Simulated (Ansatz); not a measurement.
# CdPb2, from a guessed structure to a relaxed one, part 2 of 2

Starting from a made-up structure for CdPb2, the aim is the relaxed cell, its shortest contacts and, where a second run follows, its electronic structure.

Ansatz 0.2.0; DFT, PBE, plane-wave PAW, files of the set soft_1, scalar-relativistic, no spin, cell and ions relaxed at zero pressure; PAW set soft_1 (the session's first sound run).

So far: The starting structure; Relaxation of the guess. The relaxed cell has a = 4.413, c = 5.605 Å (conventional setting).

### Step 3. Bands of the relaxed cell

With the geometry fixed, one more self-consistent run, with a narrower smearing and the mesh shown in its input, gives the bands, and its pressure, and its forces where symmetry allows any, show how far the geometry depends on these settings.

This step: DFT, PBE, plane-wave PAW, files of the set soft_1, scalar-relativistic, no spin, bands and density of states at the relaxed cell; PAW set soft_1 (Ansatz 0.2.0).

File input.yaml:

```yaml
crystal:
  lattice:
    - [4.4134997395, 0.0, 0.0]
    - [-2.2067498698, 3.822202894, 0.0]
    - [0.0, 0.0, 5.6047785571]
  atoms:
    - { symbol: Pb, position: [0.3333333333, 0.6666666667, 0.3145967656] }
    - { symbol: Pb, position: [0.6666666667, 0.3333333333, 0.6854032344] }
    - { symbol: Cd, position: [0.0, 0.0, 0.0] }
kpoints:
  mp_grid: { grid: [8, 8, 6] }
  band_path:
    path:
      - [[0.0, 0.0, 0.0], [0.5, 0.0, 0.0], [0.33333333, 0.33333333, 0.0], [0.0, 0.0, 0.0], [0.0, 0.0, 0.5], [0.5, 0.0, 0.5], [0.33333333, 0.33333333, 0.5], [0.0, 0.0, 0.5]]
      - [[0.5, 0.0, 0.5], [0.5, 0.0, 0.0]]
      - [[0.33333333, 0.33333333, 0.0], [0.33333333, 0.33333333, 0.5]]
    npoints: 8
scf:
  occupations: { method: fermi_dirac, width: 0.03 }
  n_extra_bands: 7
hamiltonian:
  xc: pbe
  pseudopotentials: { kind: paw, azcp: { folder: soft_1 } }
output:
  forces: true
  stress: true
  write_bands: true
  dos: { projected: true }
  write_density: true
  write_potential: true
  elf: true
  volumetric_format: npy
```

On the command line:

```
$ ansatz run input.yaml --threads 4 --pin off --max-ram 10240MiB --backend cpu --events-out ev --progress --plain --runs-dir out
```

Numbers of over 12 decimals in the logs are rounded to 6 here.

The log of the run:

```text
[...]
Crystal: 3 atoms, lattice volume = 94.549 Å³
Basis set: ecut = 420 eV, 1837 PW (Γ), exchange–correlation on 60×60×80 points (8 copies of the dense FFT grid, shifted against one another)
Bands: 31, of which v1, the nominal top of the filled ones, is band 24 counted from 1 (23 counted from 0)
Symmetry: 12 space group operations
[...]
k-points: 50 of 384
[...]
SCF iter   1: F=—  HF=-32072.716659 eV  |F-HF|=—  |Δ(HF+E_count)|=         —  Δρ=3.77e-2  dr2=3.13e0  ethr=3.10e-3  ⟨swp⟩=7.5  Hψ=7113  notcnv=0  defer=1
[...]
SCF iter   8: F=-32071.699988 eV  HF=-32071.699988 eV  |F-HF|=8.23e-9  |Δ(HF+E_count)|=   2.97e-7  Δρ=3.17e-6  dr2=1.28e-8  ethr=2.08e-10  ⟨swp⟩=16.1  Hψ=11814  notcnv=0
SCF 1 converged in 8 iterations: F = -32071.699988 eV  dr2 = 1.28e-8
[...]
NSCF: frozen V_eff on 75 k-points
SCF converged after 8 iterations
Free energy (F): -32071.699988 eV
[...]
Internal energy: -32071.693320 eV  (E = F + TS)
E sigma→0 (E₀):  -32071.696654 eV
Entropy (-TS):   -0.006668 eV (-2.223 meV/atom)
Fermi energy:    9.821543 eV
[...]
--- Forces (eV/Å), atoms counted from 1 ---
  atom   1  Pb     0.00000000    -0.00000000     0.01018077
  atom   2  Pb    -0.00000000     0.00000000    -0.01018077
  atom   3  Cd    -0.00000000     0.00000000     0.00000000
  max |Σ_I F_I| component: 4.63e-18 eV/Å
--- Stress (GPa, compression-positive) ---
        0.069426      -0.000000      -0.000000
        0.000000       0.069426       0.000000
       -0.000000       0.000000      -0.151569
  P = ⅓ Tr σ = -0.0042 GPa (-0.042 kbar)
--- Band table (eV; the first three rows and the last of 50) ---
  k-point 0: bands = [... 20 lower, 2.8852, 6.2314, 11.2238, 11.2238, 12.1518, 12.1518, 12.3806, 13.2327, ... 3 higher]
  k-point 1: bands = [... 20 lower, 2.4328, 6.8675, 11.1808, 11.1808, 12.1898, 12.3217, 12.3217, 13.2327, ... 3 higher]
  k-point 2: bands = [... 20 lower, 1.6777, 8.1652, 11.1195, 11.1195, 11.3728, 12.7044, 12.7044, 13.5045, ... 3 higher]
  k-point 49: bands = [... 20 lower, 2.3262, 6.3440, 6.8631, 7.7345, 7.8004, 14.1272, 14.4080, 15.7566, ... 3 higher]
```

The job ended after 5.1 s (4 threads of Arm Neoverse V1, shared host; peak memory 0.45 GiB; 19 s of CPU time).

This step gave:

```yaml
free_energy: -32071.7000 eV
energy_at_zero_smearing: -32071.6967 eV
smearing_term_ts: 0.006668 eV
fermi_energy: 9.822 eV
pressure: -0.004239 GPa
```

From bands.tsv, the bands that come nearest the Fermi level along the path, at its corners, in eV from the Fermi level:

```
point  band 21  band 22  band 23  band 24  band 25  band 26  band 27  band 28
    Γ    -6.94    -3.59     1.40     1.40     2.33     2.33     2.56     3.41
    M    -7.28    -3.17    -1.26    -0.94    -0.44    -0.12     3.99     4.03
    K    -7.80    -4.26    -0.39    -0.39     0.37     0.37     0.44     1.98
    Γ    -6.94    -3.59     1.40     1.40     2.33     2.33     2.56     3.41
    A    -8.47    -0.68     0.72     1.27     1.27     3.13     3.13     4.02
    L    -7.63    -3.98    -3.48     0.34     1.00     1.14     1.51     5.31
    H    -7.46    -3.25    -2.62    -2.62    -2.46     4.83     4.83     6.47
    A    -8.47    -0.68     0.72     1.27     1.27     3.13     3.13     4.02
    L    -7.63    -3.98    -3.48     0.34     1.00     1.14     1.51     5.31
    M    -7.28    -3.17    -1.26    -0.94    -0.44    -0.12     3.99     4.03
    K    -7.80    -4.26    -0.39    -0.39     0.37     0.37     0.44     1.98
    H    -7.46    -3.25    -2.62    -2.62    -2.46     4.83     4.83     6.47
```

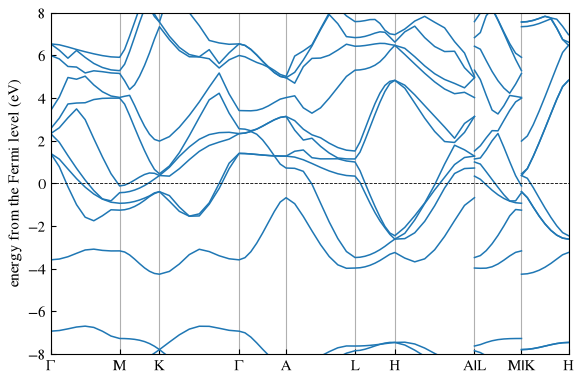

Bands along the path. 19 bands lie wholly below the window drawn.

States per cell as run, both spins, in windows of 1 eV, from dos.tsv (zero at the Fermi level):

| from | to | total |
| --- | --- | --- |
| -8 | -7 | 1.82 |
| -7 | -6 | 0.28 |
| -6 | -5 | 0.00 |
| -5 | -4 | 0.04 |
| -4 | -3 | 1.61 |
| -3 | -2 | 1.05 |
| -2 | -1 | 1.47 |
| -1 | 0 | 1.84 |
| 0 | 1 | 1.77 |
| 1 | 2 | 1.52 |
| 2 | 3 | 1.61 |
| 3 | 4 | 1.49 |
| 4 | 5 | 1.57 |

A further 39.9 states lie below the table's range.

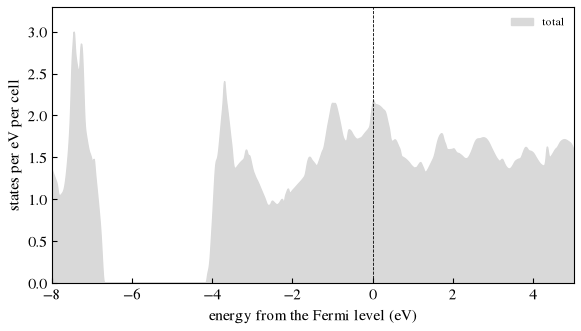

Total density of states, smoothed over about 0.04 eV.

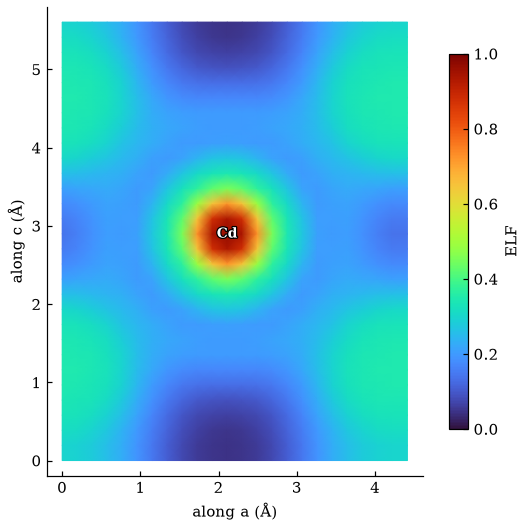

ELF in the ac plane at fractional y = 0.000, with atoms of Cd within 0.2 Å of it. It is the smooth field of the valence electrons, not physical close to the nuclei. The map starts off the cell's origin, so that atoms lie inside it.

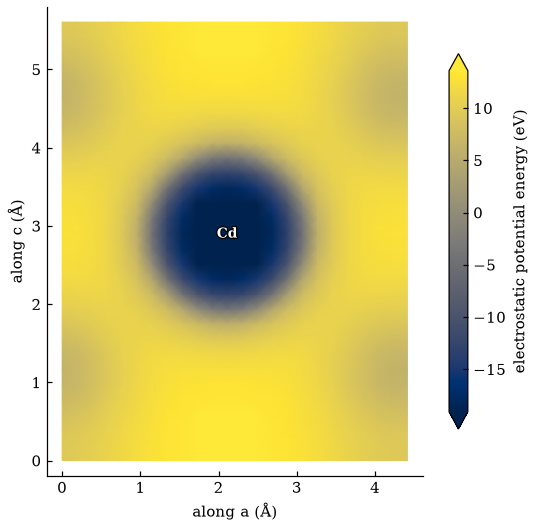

Electrostatic potential energy in the ac plane at fractional y = 0.000, with atoms of Cd within 0.2 Å of it. With pseudopotentials it is smooth inside the atoms' cores, unlike the true potential. The map starts off the cell's origin, so that atoms lie inside it.

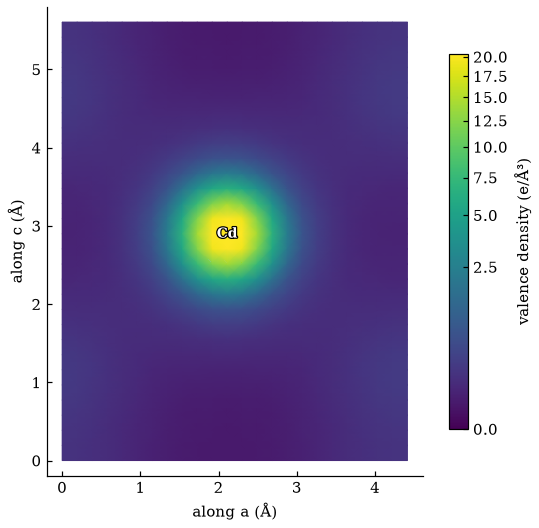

Valence density in the ac plane at fractional y = 0.000, with atoms of Cd within 0.2 Å of it. It is the smooth field of the valence electrons, not physical close to the nuclei. The map starts off the cell's origin, so that atoms lie inside it. The colour scale is stretched toward low values.

### Step 4. Outcome

```
space group, relaxed : P-3m1
conventional cell    : a = 4.413, b = 4.413, c = 5.605 Å; α = 90.0°, β = 90.0°, γ = 120.0°
volume per atom      : 31.52 Å³ (guess 28.03)
```

What this shows: CdPb2 relaxes to P-3m1 with a = 4.413, b = 4.413 and c = 5.605 Å. The guessed volume was 11 % too small. The space group P-3m1 was held in the relaxation, so the end point is a stationary structure within it and may be a saddle against distortions or other arrangements. Bands cross the Fermi level, so it is a metal or semimetal at this level. On the 8×8×6 mesh with the narrower smearing (relaxed on 7×7×5) the largest force component is 0.010 eV/Å and the largest stress component is 0.152 GPa, against the relaxation's thresholds of 0.015 eV/Å and 0.05 GPa. The cutoff wasn't tested. Spin-orbit coupling is left out, which can matter for elements this heavy. No dispersion term is used, so weakly bound directions may come out too long. Nothing here tests whether the compound is stable against decomposition.

[Logs are printed without paths, hosts, clocks, repeated set-up lines and the standing remarks that a program may print on its own settings, such as how far it seeks lower states.]

[Hosts, paths, dates, database ids (printed as entryN), source tags and the programs' standing remarks are cut or masked in the printed files.]
